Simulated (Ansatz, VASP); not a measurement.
# Cross-check of GaP between VASP and Ansatz, part 2 of 2

One calculation is typed for both programs; each brings its own data sets and cutoff. How far apart do they land?

VASP 6.6.1 and Ansatz 0.2.0.

So far: The starting structure; Ansatz: band structure, B3LYP; VASP: band structure, B3LYP.

## 3. VASP: band structure, B3LYP (continued)

Level of this step: B3LYP; plane waves and PAW (Ga_d, P) (VASP).

Numbers of over 12 decimals in the logs are rounded to 6 here.

From OUTCAR (step 3):

```text
ion  position               nearest neighbor table
   1  0.000  0.000  0.000-   2 2.36   2 2.36   2 2.36   2 2.36
   2  0.250  0.250  0.250-   1 2.36   1 2.36   1 2.36   1 2.36

  LATTYP: Found a face centered cubic cell.
 ALAT       =     5.4505000000

 Subroutine GETGRP returns: Found 24 space group operations
 (whereof 24 operations were pure point group operations)

The static configuration has the point symmetry T_d .

 Found      8 irreducible k-points:

   k-points           NKPTS =      8   k-points in BZ     NKDIM =     64   number of bands    NBANDS=     15

   dimension x,y,z NGX =    28 NGY =   28 NGZ =   28
   dimension x,y,z NGXF=    56 NGYF=   56 NGZF=   56

   ENCUT  =  400.0 eV  29.40 Ry    5.42 a.u.   6.29  6.29  6.29*2*pi/ulx,y,z

   NELECT =      18.0000    total number of electrons

 k-points in reciprocal lattice and weights: Automatic mesh
   0.00000000  0.00000000  0.00000000       0.016
   0.25000000  0.00000000  0.00000000       0.125
   0.50000000  0.00000000  0.00000000       0.062
   0.25000000  0.25000000  0.00000000       0.094
   0.50000000  0.25000000  0.00000000       0.375
  -0.25000000  0.25000000  0.00000000       0.188
   0.50000000  0.50000000  0.00000000       0.047
  -0.25000000  0.50000000  0.25000000       0.094

  exchange ACFDT corr.  =         0.00000000  see jH, gK, PRB 81, 115126

 average (electrostatic) potential at core
       1 -59.2678       2 -80.0899

 E-fermi :   4.3556

 k-point     1 :       0.0000    0.0000    0.0000
  band No.  band energies     occupation
    ...
      5     -12.3506      2.00000
      6      -9.3275      2.00000
      7       4.2467      2.00000
      8       4.2467      2.00000
      9       4.2467      2.00000
     10       7.3450      0.00000
     11       9.4763      0.00000
     12       9.4763      0.00000
     13       9.4763      0.00000
     14      14.6691      0.00000
    ...

 k-point     2 :       0.2500    0.0000    0.0000
  band No.  band energies     occupation
    ...
      5     -12.3501      2.00000
      6      -8.4868      2.00000
      7       0.1195      2.00000
      8       3.5456      2.00000
      9       3.5456      2.00000
     10       7.6887      0.00000
     11      10.3844      0.00000
     12      10.3844      0.00000
     13      12.0657      0.00000
     14      14.8231      0.00000
    ...

 k-point     3 :       0.5000    0.0000    0.0000
  band No.  band energies     occupation
    ...
      5     -12.3454      2.00000
      6      -7.1448      2.00000
      7      -2.8876      2.00000
      8       3.0453      2.00000
      9       3.0453      2.00000
     10       7.1734      0.00000
     11      10.3754      0.00000
     12      10.3754      0.00000
     13      14.1231      0.00000
     14      16.8186      0.00000
    ...

  energy-cutoff  :      400.00
  volume of cell :       40.48
      direct lattice vectors                 reciprocal lattice vectors
     0.000000000  2.725250000  2.725250000    -0.183469406  0.183469406  0.183469406
     2.725250000  0.000000000  2.725250000     0.183469406 -0.183469406  0.183469406
     2.725250000  2.725250000  0.000000000     0.183469406  0.183469406 -0.183469406

 POSITION                                       TOTAL-FORCE (eV/Angst)
 -----------------------------------------------------------------------------------
      0.00000      0.00000      0.00000        -0.000000     -0.000000     -0.000000
      1.36262      1.36262      1.36262         0.000000      0.000000      0.000000
 -----------------------------------------------------------------------------------
    total drift:                               -0.000056     -0.000023     -0.000015

  FREE ENERGIE OF THE ION-ELECTRON SYSTEM (eV)
  ---------------------------------------------------
  free  energy   TOTEN  =        -9.8669955588 eV

  energy  without entropy=       -9.8669955588  energy(sigma->0) =       -9.86699556

 total charge
# of ion       s       p       d       tot
------------------------------------------
    1        0.829   0.854  10.029  11.712
    2        1.009   1.576   0.000   2.585
--------------------------------------------------
tot          1.838   2.430  10.029  14.297

[... 3 further parts left out ...]
```

## 4. Comparison

Known differences besides the PAW data sets themselves: exact exchange at q = 0 is treated differently, which shows on coarse meshes; VASP keeps PBE cores, Ansatz makes them for the functional; the cutoff is 420 eV in Ansatz and 400 eV in VASP; VASP's log shows a relativistic correction to its local exchange, Ansatz's none; VASP takes a coarser grid for exact exchange (PRECFOCK = Fast). Total energies have different zeros and are not compared.

The two programs side by side:

```
                     quantity  Ansatz   VASP  difference
gap over the path points (eV)   2.837  2.854      -0.017
```

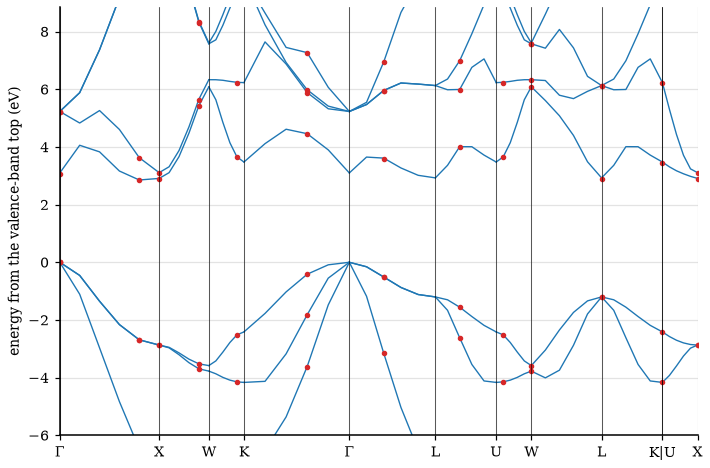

Bands from VASP (lines) and levels from Ansatz (dots). Dots without a line are higher empty bands that the VASP plot leaves out.

Levels at points of the path, from each program's valence-band top (eV; 3 filled, then empty):

```
k (reciprocal lattice)                             Ansatz                               VASP
     0.000 0.000 0.000      0.00 0.00 0.00 3.07 5.21 5.21      0.00 0.00 0.00 3.10 5.23 5.23
     0.400 0.000 0.400  -6.48 -2.68 -2.68 2.84 3.61 11.02  -6.47 -2.69 -2.69 2.85 3.63 11.07
     0.500 0.000 0.500  -7.30 -2.87 -2.87 2.90 3.09 12.32  -7.29 -2.87 -2.87 2.91 3.11 12.36
     0.500 0.200 0.700   -7.10 -3.70 -3.53 5.42 5.64 8.31   -7.09 -3.69 -3.52 5.43 5.65 8.32
     0.400 0.350 0.750   -7.06 -4.15 -2.51 3.64 6.23 9.39   -7.05 -4.15 -2.52 3.65 6.24 9.42
     0.150 0.150 0.300   -3.62 -1.83 -0.41 4.44 5.87 5.97   -3.62 -1.82 -0.41 4.46 5.88 5.98
     0.200 0.200 0.200   -3.16 -0.51 -0.51 3.59 5.94 5.94   -3.15 -0.51 -0.51 3.61 5.96 5.96
     0.550 0.400 0.550   -7.00 -2.62 -1.55 3.99 5.98 6.97   -7.00 -2.62 -1.56 4.01 5.99 6.99
     0.600 0.250 0.650   -7.06 -4.15 -2.51 3.64 6.23 9.39   -7.05 -4.15 -2.52 3.65 6.24 9.42
     0.500 0.250 0.750   -7.07 -3.78 -3.59 6.07 6.32 7.57   -7.06 -3.77 -3.58 6.08 6.33 7.58
```

Among the levels compared (up to four filled and three empty ones at each point), filled levels agree within 9 meV and empty ones within 44 meV.

## 5. Summary of results

```yaml
difference_in_gap_over_the_path_points_band_structure_b3lyp: -0.017 eV
```

In words: The difference in gap over the path points is -0.017 eV (band structure, B3LYP), within the 0.08 eV picked in this series as the mark of a large difference. How closely two codes agree says nothing of how well the functional describes the real material.

[Lines on the potential files, build, host, timing and source positions are cut from VASP's logs without a mark.]

[Logs are printed without paths, hosts, clocks, repeated set-up lines and the standing remarks that a program may print on its own settings, such as how far it seeks lower states.]

[Hosts, paths, dates, database ids (printed as entryN), source tags and the programs' standing remarks are cut or masked in the printed files.]
